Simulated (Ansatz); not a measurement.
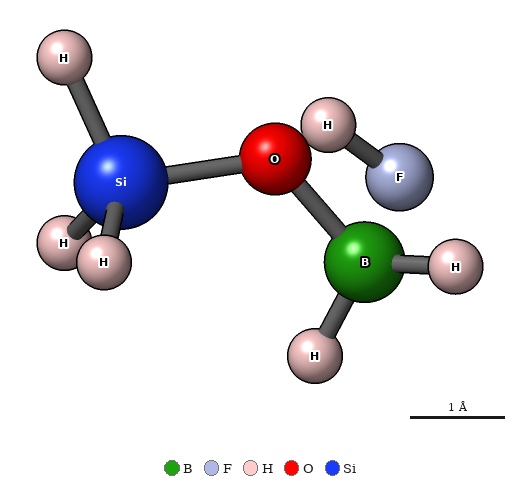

The input geometry (ball-and-stick view, seen at a tilt).

## Run report: BSiH6OF, frequency calculation

The run: frequency calculation of BSiH6OF. Method and program: RKS PBE0-D4/6-31G* (Ansatz 0.2.0).

It belongs to a series of runs on one base structure; here: vibrations at the highest image of the band.

The input
```yaml
crystal:
  periodic: [false, false, false]
  atoms:
    - { symbol: B, position_ang: [-0.033171, -0.215821, 0.005949] }
    - { symbol: F, position_ang: [0.093736, -0.030462, 1.623083] }
    - { symbol: H, position_ang: [0.861838, 0.396929, -0.496592] }
    - { symbol: H, position_ang: [-1.175318, -0.006375, -0.302101] }
    - { symbol: O, position_ang: [0.291096, -1.672251, 0.240834] }
    - { symbol: Si, position_ang: [-0.714528, -2.932576, -0.250607] }
    - { symbol: H, position_ang: [-0.12047, -4.183028, 0.283189] }
    - { symbol: H, position_ang: [-2.086452, -2.745291, 0.292549] }
    - { symbol: H, position_ang: [-0.75007, -2.963247, -1.733391] }
    - { symbol: H, position_ang: [0.286037, -1.095377, 1.409383] }
basis:
  gaussian: { orbitals: "6-31G*" }
hamiltonian:
  xc: pbe0
  dispersion: d4
phonons: {}
```

Machine: 1 thread of Intel Xeon (Sapphire Rapids), 16 GiB of memory available, shared host.

Launch command:
```bash
ansatz run input.yaml --threads 1 --pin off --max-ram 2048MiB --backend cpu --events-out ev --progress --plain --runs-dir out
```

The program's output
```
Engine: ansatz 0.2.0, x86_64-unknown-linux-gnu
Functional definition: PBE0
  parameter a = 0.25
  parameter kappa = 0.804
  parameter beta = 0.06672455060314922
  exchange = (1 - a)*pbe_x(kappa = kappa, mu = beta*pi^2/3) + a*exact_x
  correlation = pbe_c(beta = beta)
816 factors; integrals over basis functions are off by at most 7.2e-4 eV
mean field evaluation 1: about -13403.8580 eV, gradient 4.0e1 eV
mean field evaluation 2: about -13400.5970 eV, gradient 5.9e1 eV
mean field evaluation 4: about -13406.5204 eV, gradient 2.9e0 eV
mean field evaluation 8: about -13406.5523 eV, gradient 6.3e-2 eV
mean field -13406.55230976 eV, -492.6817100960 hartree, gradient 7.0e-5 eV, S^2 0.000000; 0 other end points of the search recorded, 0 dependent functions left out
the calculation of the forces begins
reference -13406.55233388 eV, -492.6817109826 hartree; 21, 21 occupied and 55, 55 virtual orbitals, 816 factors
these checks for a lower state are left out or cut short: stability, starts, cluster_reference, orbital_swaps, neighbouring_geometries, increment
816 factors; integrals over basis functions are off by at most 7.2e-4 eV
mean field evaluation 16: about -13406.5323 eV, gradient 1.3e-1 eV
mean field -13406.55217080 eV, -492.6817049893 hartree, gradient 1.8e-6 eV, S^2 0.000000; 0 other end points of the search recorded, 0 dependent functions left out
[... from here on the field's lines of each further geometry are left out, up to the last ...]
the calculation of the forces begins
reference -13406.55231558 eV, -492.6817103099 hartree; 21, 21 occupied and 55, 55 virtual orbitals, 816 factors
these checks for a lower state are left out or cut short: stability, starts, cluster_reference, orbital_swaps, neighbouring_geometries, increment
816 factors; integrals over basis functions are off by at most 7.2e-4 eV
mean field -13406.55229449 eV, -492.6817095348 hartree, gradient 2.1e-6 eV, S^2 0.000000; 0 other end points of the search recorded, 0 dependent functions left out
the calculation of the forces begins
reference -13406.55231861 eV, -492.6817104212 hartree; 21, 21 occupied and 55, 55 virtual orbitals, 816 factors
WARN: phonons: modes at or below zero, which the zero-point energy, F, S and C_V leave out: 1, the lowest at -830.44 cm⁻¹. A minimum has none, and a first-order saddle one
Total energy: -13406.68632547 eV, -492.6866350825 hartree
Atom 0 at    -0.033171    -0.215821     0.005949 Å, force    -0.000088    -0.000157     0.000459 eV/Å
Atom 1 at     0.093736    -0.030462     1.623083 Å, force     0.000013     0.000732    -0.000838 eV/Å
Atom 2 at     0.861838     0.396929    -0.496592 Å, force    -0.000392     0.000699    -0.000189 eV/Å
Atom 3 at    -1.175318    -0.006375    -0.302101 Å, force    -0.000562    -0.000329     0.000973 eV/Å
Atom 4 at     0.291096    -1.672251     0.240834 Å, force     0.001478     0.002741    -0.001242 eV/Å
Atom 5 at    -0.714528    -2.932576    -0.250607 Å, force     0.000922    -0.003850     0.001138 eV/Å
Atom 6 at    -0.120470    -4.183028     0.283189 Å, force    -0.000592    -0.000257     0.001542 eV/Å
Atom 7 at    -2.086452    -2.745291     0.292549 Å, force    -0.000091     0.001338    -0.002927 eV/Å
Atom 8 at    -0.750070    -2.963247    -1.733391 Å, force    -0.001273     0.001007     0.000298 eV/Å
Atom 9 at     0.286037    -1.095377     1.409383 Å, force     0.000585    -0.001923     0.000787 eV/Å
Dipole moment:    -0.113634    -0.432677     0.071028 e Å
Vibrations: -830.44 81.80 114.70 186.52 544.28 668.15 709.15 737.77 822.27 875.89 913.20 949.19 955.89 973.31 1012.58 1067.13 1226.15 1282.93 2073.86 2276.29 2295.70 2302.57 2598.96 2702.20 cm⁻¹, zero-point energy 1.696754 eV
```

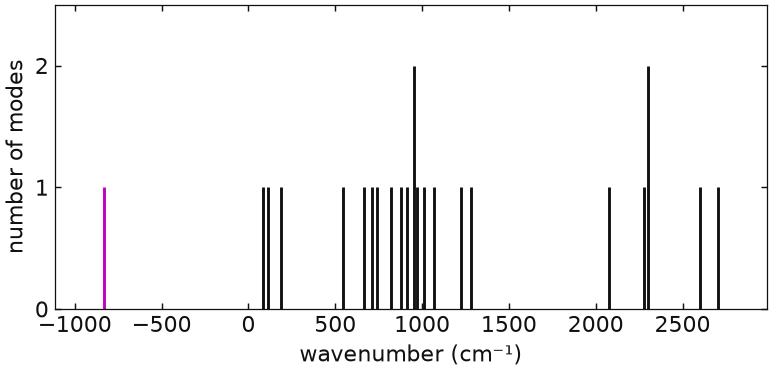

Harmonic vibrational wavenumbers from the force constants; neighbouring modes closer than 16 cm⁻¹ are counted in one stick, and imaginary ones are drawn at negative wavenumbers. 24 modes from 830i to 2702 cm⁻¹, 1 imaginary beyond 8i (830i cm⁻¹): a first-order saddle point, if the geometry is stationary.

Results in brief

| quantity | value |
| --- | --- |
| outcome | converged |
| total energy | −13406.6863 eV |
| mean-field energy | −13406.5523 eV |
| largest force (length of the vector) | 0.004 eV/Å |
| wall time | 80 s |
| peak memory | 0.16 GiB |
